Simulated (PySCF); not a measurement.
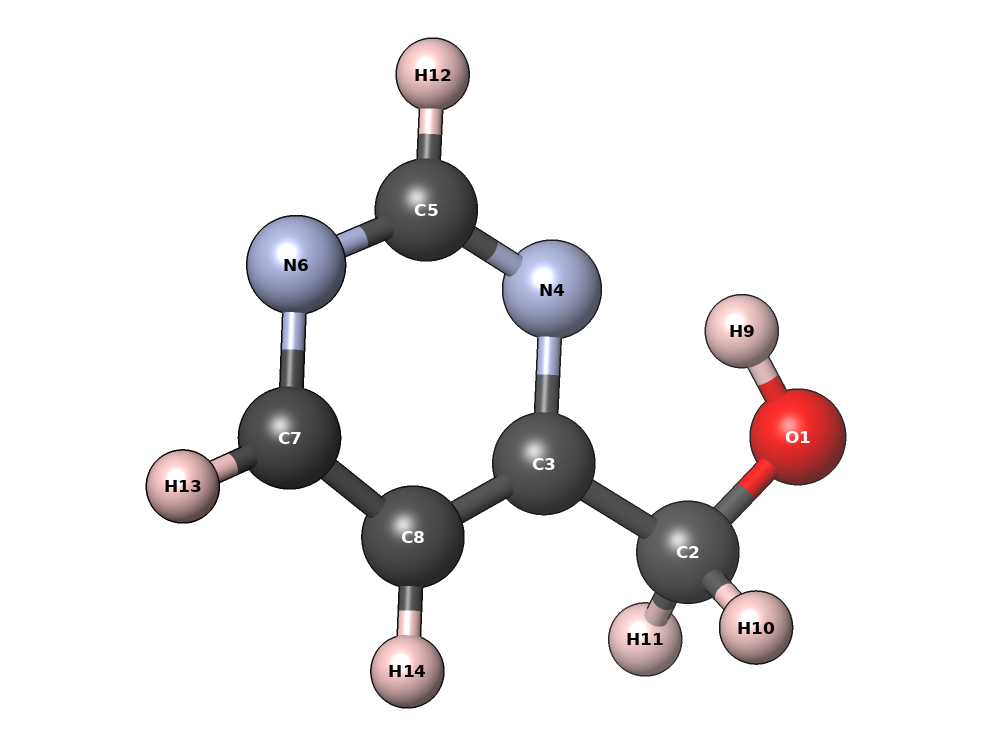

Charge −1, doublet. The geometry was computed by an optimisation with GFN2-xTB. No frequency run is at hand to confirm it as a minimum. Method: UKS B3LYP, pcH-1 on C H N O, non-relativistic (PySCF 2.14.0). Fermi-contact and spin-dipolar terms alone, no spin-orbit part.

**Which nucleus has the largest dipolar (anisotropic) hyperfine coupling?**

13C at C7: principal values −37.3, −35.8, 73.1 MHz.

List the isotropic and dipolar parts for the most strongly coupled nuclei, one of each equivalent set.

| atom | isotope | a_iso (MHz) | dipolar part (MHz) |
| --- | --- | --- | --- |
| C7 | 13C | 35.8 | −37.3, −35.8, 73.1 |
| C3 | 13C | 33.7 | −36.0, −35.0, 71.1 |
| N4 | 14N | 10.6 | −12.8, −12.5, 25.2 |
| N6 | 14N | 6.9 | −9.9, −9.6, 19.5 |
| H13 | 1H | −32.3 | −18.8, 0.5, 18.4 |
| C8 | 13C | −34.4 | −17.3, 7.1, 10.2 |
| C5 | 13C | −14.9 | −8.9, 2.5, 6.4 |
| H9 | 1H | −0.9 | −3.7, −3.4, 7.1 |
